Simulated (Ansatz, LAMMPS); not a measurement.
## Forces and charges in liquid (Cs,Li)Cl at 1500 K (108 atoms)

What does DFT give for liquid (Cs,Li)Cl at 1500 K (108 atoms) as built?

Main program and level: Ansatz 0.2.0; Kohn-Sham DFT, PBE, PAW (set soft_2), plane waves.

## 1. Set-up

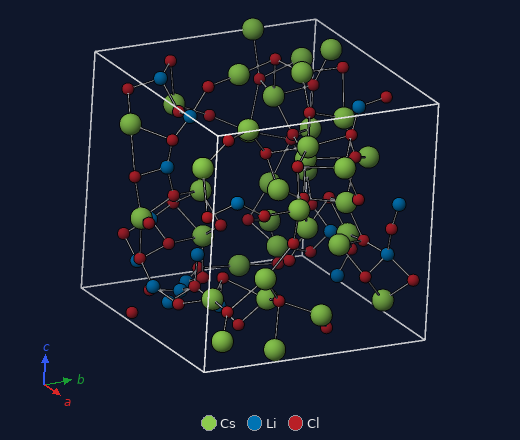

Start, viewed slightly off an axis; caesium green, lithium blue, chlorine red. Bonds to atoms that aren't drawn are left out. Some periodic images of atoms are drawn too.

The cell holds 108 atoms: 37 Cs, 17 Li and 54 Cl. Cell: a = 18.726 Å, b = 18.726 Å, c = 18.726 Å, α = 90.0°, β = 90.0°, γ = 90.0°. 108 atoms (37 Cs, 17 Li, 54 Cl) placed at random at 2.56 g/cm³, melted at 1600 K for 10 ps at fixed volume with the Lennard-Jones and Coulomb ion parameters for SPC/E (Joung and Cheatham, J. Phys. Chem. B 112, 9020 (2008)), full charges. Snapshot at the end of a hold of 15 ps at 1500 K and zero pressure.

Limits known from the start: The network of bonds at the start is that of the classical potential that made the cell, and needn't be the one that DFT or experiment would give. The ion parameters were fitted for water, not for melts, so the density of this cell may lie well off the real melt's. Only the Γ point is sampled, in a cell whose shortest periodic width is 19 Å. No spin–orbit coupling is included, so levels derived from the heavy atoms are approximate.

## 2. How the cell was made

A classical potential makes the cell, at a small fraction of what the same run would cost in DFT.

This step: classical MD, Lennard-Jones and Coulomb ion parameters for SPC/E (Joung and Cheatham, J. Phys. Chem. B 112, 9020 (2008)), full charges (LAMMPS 22 Jul 2025 - Update 4).

in.lmp

```
# melt-quench of Cs37Li17Cl54
units metal
atom_style charge
boundary p p p
region box block 0 16.5151 0 16.5151 0 16.5151
create_box 3 box
mass 1 132.9055   # Cs
mass 2 6.9400   # Li
mass 3 35.4500   # Cl
create_atoms 1 random 37 684275 NULL overlap 2.2 maxtry 2000
create_atoms 2 random 17 684282 NULL overlap 2.2 maxtry 2000
create_atoms 3 random 54 684289 NULL overlap 2.2 maxtry 2000
pair_style lj/cut/coul/long 9.0
pair_modify mix arithmetic tail yes
pair_coeff 1 1 0.003897 3.6010   # Cs
pair_coeff 2 2 0.014602 1.4094   # Li
pair_coeff 3 3 0.000554 4.8305   # Cl
set type 1 charge 1
set type 2 charge 1
set type 3 charge -1
kspace_style pppm 1.0e-4
neigh_modify delay 0 every 1 check yes
thermo_style custom step time temp pe press density
thermo_modify norm yes
timestep 0.002
thermo 100
min_style cg
minimize 1e-4 1e-4 200 2000
reset_timestep 0
velocity all create 1600 684276 mom yes dist gaussian
fix lim all nve/limit 0.05
fix lan all langevin 1600 1600 0.2 684277 zero yes
thermo 500
run 1000 post no
# [... 34 lines left out ...]
compute msd all msd com yes
thermo 1875
fix md all npt temp 900 900 0.2 iso 0 0 2
run 7500 post no
print "== T900: mean square displacement over the hold $(c_msd[4]:%.2f) A^2"
unfix md
uncompute msd
write_dump all custom T900.dump id type xs ys zs modify sort id
```

Launch:

```bash
> lmp -in in.lmp -log none -nocite
```

Numbers of over 12 decimals in the logs are rounded to 6 here.

The log of the run:

```text
LAMMPS (22 Jul 2025 - Update 4)
Created orthogonal box = (0 0 0) to (16.5151 16.5151 16.5151)
Created 37 atoms
Created 17 atoms
Created 54 atoms
PPPM initialization ...
  G vector (1/distance) = 0.31462972
  grid = 12 12 12
  estimated relative force accuracy = 4.8073019e-05
   Step          Time           Temp          PotEng         Press         Density
         0   0              0              1.2243993      406730         2.5619858
       100   0.2            0             -3.695921      -5012.3495      2.5619858
       109   0.218          0             -3.7024887     -4999.7275      2.5619858
Loop time of 0.0790016 s on 1 core for 109 steps with 108 atoms
Minimization stats:
  Stopping criterion = energy tolerance
  Energy initial, next-to-last, final =
      1.22439927127674  -3.70212401732405  -3.70248866670611
  Force two-norm initial, final = 347.95535 0.69934906
  Iterations, force evaluations = 109 132
[... 30 lines left out ...]
== T1500: mean square displacement over the hold 94.45 A^2
   Step          Time           Temp          PotEng         Press         Density
[... 5 lines left out ...]
Loop time of 3.39485 s on 1 core for 2500 steps with 108 atoms
   Step          Time           Temp          PotEng         Press         Density
[... 6 lines left out ...]
Loop time of 13.4669 s on 1 core for 7500 steps with 108 atoms
== T1300: mean square displacement over the hold 59.17 A^2
   Step          Time           Temp          PotEng         Press         Density
[... 5 lines left out ...]
Loop time of 5.03127 s on 1 core for 2500 steps with 108 atoms
   Step          Time           Temp          PotEng         Press         Density
[... 2 lines left out ...]
     31875   63.75          896.08434     -3.5844061      371.53223      2.5400877
     33750   67.5           835.90417     -3.5937676      209.10764      2.53855
     35625   71.25          912.58847     -3.6068868     -5028.3167      2.5900847
     36000   72             1066.0587     -3.6310279      2074.9241      2.700027
Loop time of 15.0862 s on 1 core for 7500 steps with 108 atoms
== T900: mean square displacement over the hold 21.64 A^2
```

Elapsed: 50 s, on 1 thread of Intel Xeon at 2.80GHz (Skylake/Cascade Lake), shared host; peak memory 0.36 GiB.

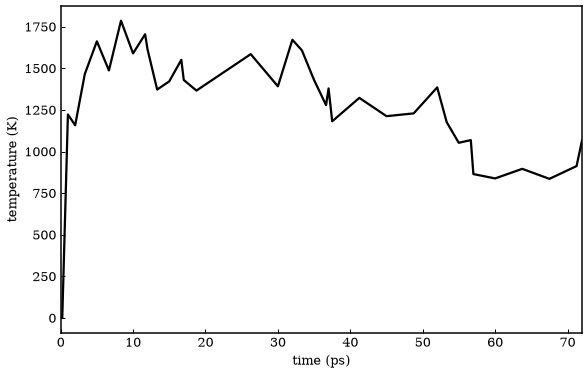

Temperature against time.

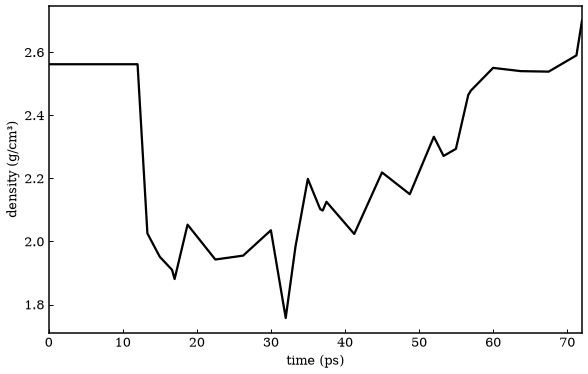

Density against time.

## 3. Plane-wave single point

One self-consistent run at the given positions yields energy and forces.

input.yaml

```yaml
crystal:
  lattice:
    - [18.7257, 0.0, 0.0]
    - [0.0, 18.7257, 0.0]
    - [0.0, 0.0, 18.7257]
  atoms:
    - { symbol: Cs, position: [0.90441, 0.57561, 0.12921] }
    - { symbol: Cs, position: [0.81187, 0.90705, 0.1142] }
    - { symbol: Cs, position: [0.07897, 0.67687, 0.59708] }
    - { symbol: Cs, position: [0.00478, 0.71187, 0.99912] }
    - { symbol: Cs, position: [0.26723, 0.36382, 0.45803] }
    - { symbol: Cs, position: [0.22583, 0.6955, 0.79708] }
    - { symbol: Cs, position: [0.04812, 0.96892, 0.38233] }
    - { symbol: Cs, position: [0.02632, 0.82655, 0.18118] }
    - { symbol: Cs, position: [0.82494, 0.68512, 0.38336] }
    - { symbol: Cs, position: [0.03076, 0.92794, 0.85479] }
    - { symbol: Cs, position: [0.98752, 0.08239, 0.11514] }
    - { symbol: Cs, position: [0.18555, 0.43341, 0.22705] }
    - { symbol: Cs, position: [0.79208, 0.06127, 0.78078] }
    - { symbol: Cs, position: [0.21984, 0.05328, 0.76372] }
    - { symbol: Cs, position: [0.56818, 0.82302, 0.80957] }
    - { symbol: Cs, position: [0.23461, 0.9411, 0.96364] }
    - { symbol: Cs, position: [0.2645, 0.73012, 0.17124] }
    - { symbol: Cs, position: [0.67476, 0.79356, 0.49423] }
    - { symbol: Cs, position: [0.55408, 0.69194, 0.35706] }
    - { symbol: Cs, position: [0.51548, 0.97594, 0.604] }
    - { symbol: Cs, position: [0.66547, 0.33272, 0.86156] }
    - { symbol: Cs, position: [0.31669, 0.47812, 0.95027] }
    - { symbol: Cs, position: [0.67489, 0.45729, 0.1322] }
    - { symbol: Cs, position: [0.22367, 0.87348, 0.63492] }
    - { symbol: Cs, position: [0.90891, 0.44287, 0.59418] }
    - { symbol: Cs, position: [0.3488, 0.05227, 0.41223] }
    - { symbol: Cs, position: [0.02047, 0.36349, 0.73484] }
    - { symbol: Cs, position: [0.92445, 0.63232, 0.75088] }
    - { symbol: Cs, position: [0.44423, 0.69097, 0.97533] }
    - { symbol: Cs, position: [0.92946, 0.3571, 0.02175] }
    - { symbol: Cs, position: [0.67508, 0.2086, 0.16482] }
    - { symbol: Cs, position: [0.68659, 0.47365, 0.59618] }
    - { symbol: Cs, position: [0.50173, 0.69728, 0.62915] }
    - { symbol: Cs, position: [0.13955, 0.75248, 0.39023] }
    - { symbol: Cs, position: [0.55089, 0.87957, 0.30559] }
    - { symbol: Cs, position: [0.88776, 0.3202, 0.31184] }
    - { symbol: Cs, position: [0.71822, 0.57893, 0.7746] }
    - { symbol: Li, position: [0.84534, 0.89608, 0.32171] }
    - { symbol: Li, position: [0.42157, 0.92045, 0.07674] }
    - { symbol: Li, position: [0.38637, 0.29605, 0.23844] }
    - { symbol: Li, position: [0.1008, 0.41869, 0.00444] }
    - { symbol: Li, position: [0.21134, 0.1243, 0.17387] }
    - { symbol: Li, position: [0.43582, 0.07297, 0.15144] }
    - { symbol: Li, position: [0.93314, 0.14619, 0.67174] }
    - { symbol: Li, position: [0.38912, 0.17519, 0.05498] }
    - { symbol: Li, position: [0.34908, 0.15648, 0.61385] }
    - { symbol: Li, position: [0.76169, 0.77479, 0.93276] }
    - { symbol: Li, position: [0.27358, 0.29266, 0.04684] }
    - { symbol: Li, position: [0.16154, 0.20476, 0.32016] }
    - { symbol: Li, position: [0.9277, 0.88796, 0.56348] }
    - { symbol: Li, position: [0.51189, 0.3351, 0.06279] }
    - { symbol: Li, position: [0.1395, 0.2249, 0.90551] }
    - { symbol: Li, position: [0.35475, 0.24461, 0.81844] }
    - { symbol: Li, position: [0.31656, 0.93954, 0.22354] }
    - { symbol: Cl, position: [0.32761, 0.02392, 0.58402] }
    - { symbol: Cl, position: [0.9295, 0.015, 0.62819] }
    - { symbol: Cl, position: [0.01982, 0.51746, 0.02025] }
    - { symbol: Cl, position: [0.76878, 0.74405, 0.82018] }
    - { symbol: Cl, position: [0.89121, 0.88106, 0.44792] }
    - { symbol: Cl, position: [0.22852, 0.25378, 0.23434] }
    - { symbol: Cl, position: [0.12107, 0.67329, 0.23949] }
    - { symbol: Cl, position: [0.62341, 0.36335, 0.01773] }
    - { symbol: Cl, position: [0.54013, 0.13304, 0.10683] }
    - { symbol: Cl, position: [0.75246, 0.90338, 0.95307] }
    - { symbol: Cl, position: [0.8364, 0.4187, 0.18618] }
    - { symbol: Cl, position: [0.38733, 0.29132, 0.105] }
    - { symbol: Cl, position: [0.8617, 0.17088, 0.18194] }
    - { symbol: Cl, position: [0.34326, 0.32603, 0.92934] }
    - { symbol: Cl, position: [0.22292, 0.26725, 0.78914] }
    - { symbol: Cl, position: [0.6298, 0.62335, 0.51889] }
    - { symbol: Cl, position: [0.87923, 0.78122, 0.25426] }
    - { symbol: Cl, position: [0.07816, 0.11445, 0.85383] }
    - { symbol: Cl, position: [0.85291, 0.45959, 0.42976] }
    - { symbol: Cl, position: [0.61212, 0.85906, 0.65484] }
    - { symbol: Cl, position: [0.6105, 0.4511, 0.72567] }
    - { symbol: Cl, position: [0.22938, 0.89608, 0.3122] }
    - { symbol: Cl, position: [0.20112, 0.19496, 0.03732] }
    - { symbol: Cl, position: [0.37068, 0.16041, 0.73591] }
    [... 24 atom lines left out ...]
    - { symbol: Cl, position: [0.31678, 0.0747, 0.22764] }
    - { symbol: Cl, position: [0.36127, 0.02692, 0.02122] }
    - { symbol: Cl, position: [0.04416, 0.73225, 0.79971] }
    - { symbol: Cl, position: [0.57077, 0.6629, 0.85445] }
    - { symbol: Cl, position: [0.56228, 0.31565, 0.20035] }
    - { symbol: Cl, position: [0.91614, 0.70777, 0.60448] }
kpoints:
  mp_grid: { grid: [1, 1, 1] }
hamiltonian:
  xc: pbe
scf:
  occupations: { method: fixed }
output:
  forces: true
  stress: true
  populations: true
  dos:
    method: { smearing: { sigma: 0.15 } }
    de: 0.1
    projected: { site_lists: { Cl: [Cl], Cs: [Cs], Li: [Li] } }
  eigenvalues: true
  write_density: true
  write_potential: true
  volumetric_format: npy
```

Launch:

```bash
> ansatz run input.yaml --threads 8 --pin off --max-ram 15872MiB --backend cpu --events-out ev --progress --plain --runs-dir out
```

The log of the run:

```text
Engine: ansatz 0.2.0, aarch64-unknown-linux-gnu
Pseudopotentials: kind: paw
Pseudopotential: Cs, paw, valence charge 9, recommended cutoff 420 eV (normal), Cs.paw.azcp
Pseudopotential: Li, paw, valence charge 3, recommended cutoff 420 eV (normal), Li.paw.azcp
Pseudopotential: Cl, paw, valence charge 7, recommended cutoff 420 eV (normal), Cl.paw.azcp
Functional definition: PBE
  parameter kappa = 0.804
  parameter beta = 0.066725
  exchange = pbe_x(kappa = kappa, mu = beta*pi^2/3)
  correlation = pbe_c(beta = beta)
Crystal: 108 atoms, lattice volume = 6566.201 Å³
Basis set: ecut = 420 eV, 128395 PW (Γ), exchange–correlation on 256×256×256 points (8 copies of the dense FFT grid, shifted against one another)
Bands: 489, of which v1, the nominal top of the filled ones, is band 381 counted from 1 (380 counted from 0)
Symmetry: 1 space group operations
Space group: P1 (ITA 1), of the structure as read, at distance tolerance 1.9e-4 Å
k-points: 1
Non-local potential: Cs, projectors of the file, l = 0: 3, l = 1: 2, l = 2: 2, l = 3: 2
Non-local potential: Li, projectors of the file, l = 0: 3, l = 1: 2, l = 2: 1
Non-local potential: Cl, projectors of the file, l = 0: 2, l = 1: 2, l = 2: 2
PAW form: soft (Blöchl's): semilocal exchange-correlation on the pseudo side does not see the compensation charge
PAW one-centre angular grid: Cs, 194 points (default); XC on 64 Gauss nodes
PAW one-centre angular grid: Li, 110 points (default); XC on 64 Gauss nodes
PAW one-centre angular grid: Cl, 110 points (default); XC on 64 Gauss nodes
Initial density: superposition of atomic densities (neutral atoms: chi_scale 0, normalization atom), corrected by the library's trained network
Initial wavefunctions: pseudopotential atomic-orbital guess
Functional: x = pbe(κ = 0.804, μ = 0.219515), c = pbe(β = 0.066725)
SCF iter   1: F=—  HF=-271769.158222 eV  |F-HF|=—  |Δ(HF+E_count)|=         —  Δρ=1.04e-3  dr2=3.40e-1  ethr=1.77e-3  ⟨swp⟩=6.0  Hψ=1566  notcnv=0  defer=104
preconditioner: auto → Resta (q_TF=auto, 1.905 Å⁻¹)  ε∞=2.3  [insulator: Δε(μ)=2.757 eV  Ē_g=10.438 eV  n_scr=750 (ndim 8)  ℏωp=11.7 eV  f_vac=0.392  ε∞_Penn≈2.3  vacuum switching on, ρ_ref=7.9e-3 e/Å³]
SCF iter   2: F=—  HF=-271769.087969 eV  |F-HF|=—  |Δ(HF+E_count)|=   7.03e-2  Δρ=4.65e-4  dr2=5.09e-2  ethr=4.46e-5  ⟨swp⟩=3.0  Hψ=894  notcnv=0  defer=106
SCF iter   3: F=—  HF=-271769.076902 eV  |F-HF|=—  |Δ(HF+E_count)|=   1.11e-2  Δρ=1.85e-4  dr2=5.52e-3  ethr=6.68e-6  ⟨swp⟩=3.0  Hψ=755  notcnv=0  defer=106
SCF iter   4: F=—  HF=-271769.076588 eV  |F-HF|=—  |Δ(HF+E_count)|=   3.14e-4  Δρ=5.93e-5  dr2=2.92e-4  ethr=7.24e-7  ⟨swp⟩=2.0  Hψ=672  notcnv=0  defer=106
SCF iter   5: F=—  HF=-271769.076632 eV  |F-HF|=—  |Δ(HF+E_count)|=   4.42e-5  Δρ=1.62e-5  dr2=1.99e-5  ethr=3.84e-8  ⟨swp⟩=2.0  Hψ=711  notcnv=0  defer=106
SCF iter   6: F=—  HF=-271769.072675 eV  |F-HF|=—  |Δ(HF+E_count)|=   3.96e-3  Δρ=3.67e-6  dr2=1.11e-6  ethr=2.61e-9  ⟨swp⟩=2.0  Hψ=870  notcnv=0  defer=106
SCF iter   7: F=-271769.072675 eV  HF=-271769.072675 eV  |F-HF|=4.24e-8  |Δ(HF+E_count)|=   4.51e-7  Δρ=9.19e-7  dr2=5.83e-8  ethr=1.31e-11  ⟨swp⟩=29.0  Hψ=5856  notcnv=0
SCF 1 converged in 7 iterations: F = -271769.072675 eV  dr2 = 5.83e-8
  greatest PAW one-centre occupation: 1.000 electrons in one spin orbital (limit 2), on the Li atom at site 46 (counted from 0), in its partial waves of l = 0
WARN: The output density's exchange-correlation potential varies sharply where the density is thin. Do not read a vacuum level from v_tot or v_xc, or from such a field of the output density. On a cell that repeats whose density bears no net charge and no dipole along the vacuum's axis use v_es (v_loc + v_h of the components); [...]
SCF converged after 7 iterations
Free energy (F): -271769.072675 eV
Harris-Foulkes:  -271769.072675 eV  (|F-HF|=4.24e-8)
Internal energy: -271769.072675 eV  (E = F + TS)
E sigma→0 (E₀):  -271769.072675 eV
Fermi energy:    -0.471607 eV
--- Per-component energies (eV) ---
  E_band       = -7112.651457
  E_kinetic    = 14354.965711
  E_local      = -53721.465894  (includes V_loc(G=0)·N_el)
  E_nonlocal   = 2085.350761
  E_hartree    = 21262.936126
  E_xc         = -12449.504314
  E_vxc        = -11542.354481  (∫ρ·V_xc dr)
  E_paw        = -223428.225589  (= ΣΔE_a)
  E_vpaw       = -815.016021  (= ΣTr[D̂ρ^β])
  E_aug_tail   = 0.005025  (compensation charges beyond the density's cutoff)
  E_ewald      = -19873.134502
  E_smearing   = -0.000000  (= −TS)
  E_closure    = -0.000000  (closes the sum)
  Σ components = -271769.072675   (vs F -271769.072675, Δ=0.00e0)
--- Forces (eV/Å), atoms counted from 1 ---
  atom   1  Cs     0.05883657    -0.23030434     0.77042391
  atom   2  Cs    -0.34879260    -0.13738077     0.09066418
  atom   3  Cs     0.02862126     0.15317191     0.16306770
  atom   4  Cs    -0.41811052    -1.18417898    -0.61963816
  atom   5  Cs    -0.31808670    -0.42602703     0.36850825
  atom   6  Cs    -0.16008290     0.13512732     0.48777057
  atom   7  Cs     0.11440061     0.25512482    -0.03820875
  atom   8  Cs     0.49993914     0.16667848     0.12281209
  atom   9  Cs     0.07022550    -0.18102410     0.25302534
  atom  10  Cs     0.06321117    -0.23130191    -0.12540049
  atom  11  Cs     0.30984759     0.31594888     0.02101930
  atom  12  Cs     0.11481226    -0.13577004     0.55363868
  atom  13  Cs    -0.14861776    -0.48909625     0.06038337
  atom  14  Cs     0.26521351     0.59516821    -0.20054849
[...]
atom 107  Cl    -0.72445329     0.76939560    -0.17330802
  atom 108  Cl    -0.25960787     0.47637031    -0.70118130
  max |Σ_I F_I| component: 9.67e-5 eV/Å
--- Stress (GPa, compression-positive) ---
        0.126761       0.038778       0.010611
        0.038778      -0.058212       0.001402
        0.010611       0.001402       0.190907
  P = ⅓ Tr σ = 0.0865 GPa (0.865 kbar)
--- Band table (eV) ---
  k-point 0: bands = ["-48.1421", "-47.2184", "-46.8276", "-46.7542", [... 473 levels ...], "4.9750", "4.9974", "5.0087", "5.0221", "5.0361", "5.0581", "5.0667", "5.0712", "5.0923", "5.1112", "5.1291", "5.1386"]
--- Löwdin populations: 108 sites ---
  site symbol       q [e]
     0     Cs      8.1374
     1     Cs      8.1137
     2     Cs      8.1385
[...]
107     Cl      7.7541
  spilling = 0.005721 (of n_electrons = 762.000000)
```

It took 76 s on 8 threads of Arm Neoverse V2, shared host; peak memory 8 GiB; 9.7 min of CPU time.

The program notes that the exchange-correlation potential is rough where the density is thin.

Read from the output:

* free energy: -271769.0727 eV
* free energy per atom: -2516.3803 eV/atom
* SCF cycles: 7
* pressure: 0.08649 GPa
* r.m.s. force component: 0.4528 eV/Å
* longest force: 1.663 eV/Å
* Fermi energy: -0.4716 eV
* gap (highest filled to lowest empty level): 2.454 eV
* spilling of the projection: 0.005721

Length of the force by element:

```csv
element,coordination,atoms,mean length of the force (eV/Å),spread,least,most
Cl,all,54,0.698,0.421,0.107,1.66
Cs,all,37,0.724,0.377,0.127,1.54
Li,all,17,0.531,0.253,0.164,1.08
```

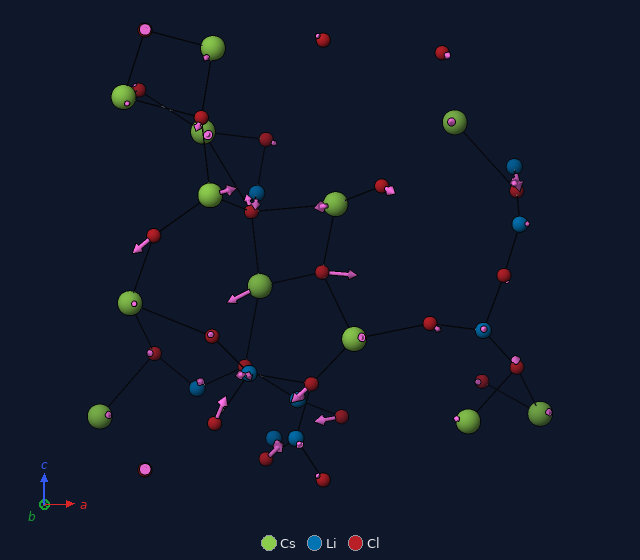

Forces as arrows; the longest in the cell is 1.66 eV/Å. Drawn is a slice 7 Å thick, seen along the normal of the ac plane. Bonds to atoms that aren't drawn are left out.

Löwdin charges by element (they lack the spilled electrons, 0.040 e an atom on average):

```csv
element,coordination,atoms,mean charge (e),spread,least,most
Cl,all,54,-0.744,0.0309,-0.802,-0.651
Cs,all,37,0.867,0.0164,0.829,0.911
Li,all,17,0.733,0.0234,0.698,0.779
```

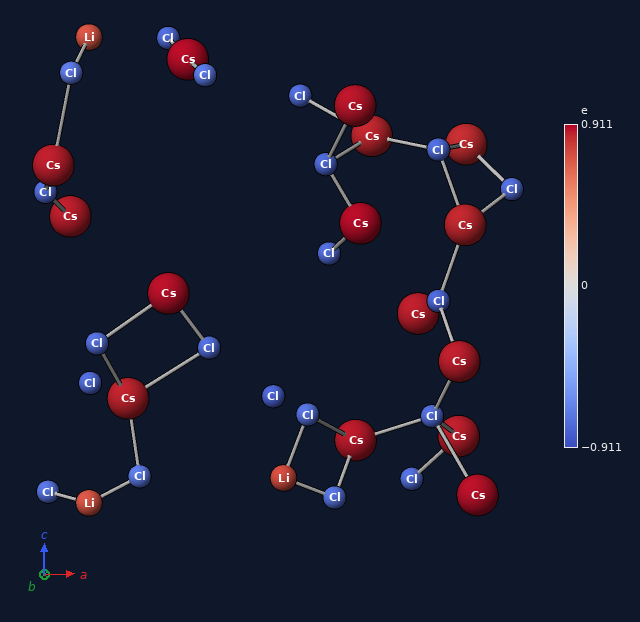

Atoms coloured by Löwdin charge. Drawn is a slice 7 Å thick, seen along the normal of the ac plane. Bonds to atoms that aren't drawn are left out.

States in the cell by windows of 1 eV, zero at the Fermi level; the larger projections on atomic orbitals stand beside the total:

```csv
from (eV),to (eV),total,Cl p,Cs p,Cs s
-10,-9,1.6,0.0,1.5,0.0
-9,-8,76.7,1.0,75.1,0.2
-8,-7,123.2,2.8,119.3,0.3
-7,-6,19.6,0.8,18.5,0.0
-6,-5,0.9,0.0,0.8,0.0
-5,-4,0.0,0.0,0.0,0.0
-4,-3,9.2,8.5,0.0,0.0
-3,-2,82.3,77.5,1.1,1.1
-2,-1,173.0,165.4,2.6,1.8
-1,0,58.7,56.5,0.9,0.5
0,1,0.8,0.8,0.0,0.0
1,2,0.0,0.0,0.0,0.0
2,3,5.5,0.2,0.0,3.5
3,4,34.3,1.1,0.2,18.7
4,5,96.2,1.8,0.2,19.9
```

With fixed occupations the program's Fermi level is the highest filled level; weight inside the gap is the broadening of levels at its edges.

Between -26 and -10 eV lie 182 more states.

About 35 of the 762 electrons lie in deeper levels, below the stored range.

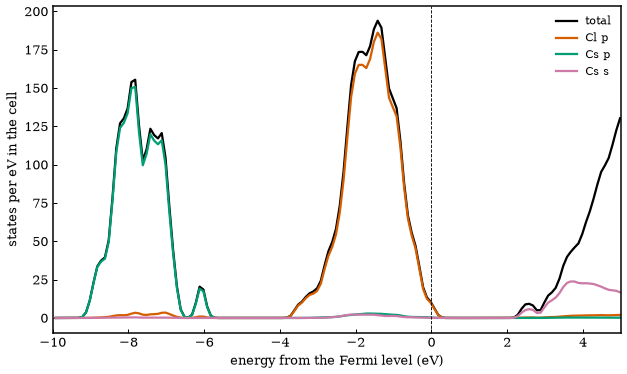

Total and projected density of states, with the broadening of the input.

The levels nearest the highest filled one (over half full), pooled over k-points and spins:

```csv
level less the highest filled one (eV),occupation
-0.411,2
-0.400,2
-0.363,2
-0.313,2
-0.165,2
0,2
2.45,0
2.66,0
3.01,0
3.13,0
3.26,0
3.36,0
```

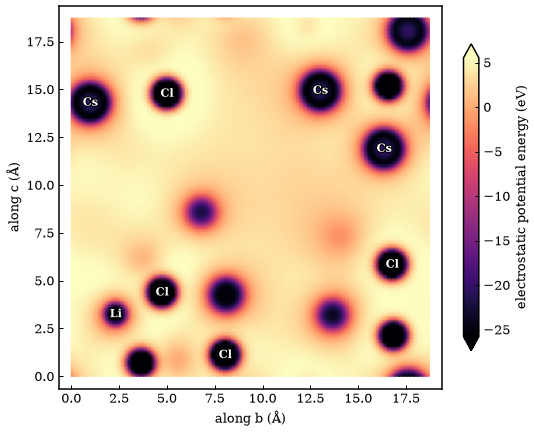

Electrostatic potential energy in the bc plane at fractional x = 0.220, with atoms of Cs and Li and Cl within 0.2 Å of it. With pseudopotentials it is smooth inside the atoms' cores, unlike the true potential.

(Part 1 of 2 ends here.)

[Logs are printed without paths, hosts, clocks, repeated set-up lines and the standing remarks that a program may print on its own settings, such as how far it seeks lower states.]

[Hosts, paths, dates, database ids (printed as entryN), source tags and the programs' standing remarks are cut or masked in the printed files.]
